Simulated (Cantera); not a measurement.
Input: 1 mol Si, 0.034 mol O2, 320 mol H2, 0.036 mol H2O, equilibrated at 5.50e-5 bar.

These are equilibrium values from Cantera (NASA tables, ideal gas, pure condensed phases), not measurements of a reactor. Candidate condensed phases: H2O, Si, SiO2; 18 gas species. Rates play no part.

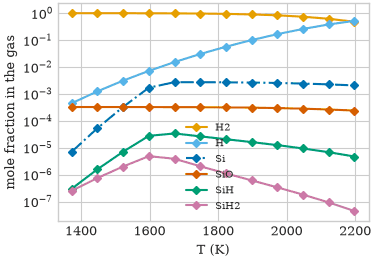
Equilibrium gas composition (values under 1e-9 drawn at 1e-9)

Question: Read off the mole fractions at 1898 K.

Answer: H2 about 0.90, H about 0.100, Si about 0.0026, SiO about 0.00031, SiH about 1.6e-5, SiH2 about 6.1e-7.
